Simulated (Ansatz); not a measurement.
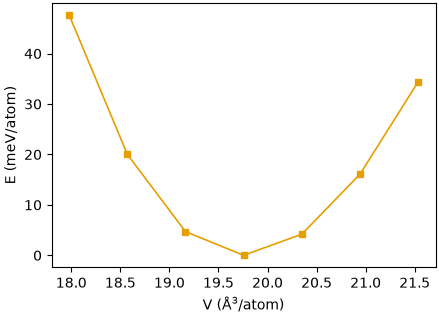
Figure. LaAl2Zn2 in space group I4/mmm (No. 139; Al on 4d, La on 2a, Zn on 4e) under volume change, the program Ansatz at the r²SCAN level (PAW), shape and atoms relaxed at each volume.

Problem. What does a third-order Birch–Murnaghan fit give for V₀, B₀ and B′?

Solution. V₀ = 19.76 Å³/atom, B₀ = 80.5 GPa, B′ = 4.4.

The workflow started from an entry of the Crystallography Open Database (COD). Whether it is the stable phase at ambient conditions was not checked. Symmetry was held in the r²SCAN relaxation; whether a distortion lowers the energy is not shown. Spin–orbit coupling is left out wherever it is not named.

Potentials: the later of the program's two PAW sets.
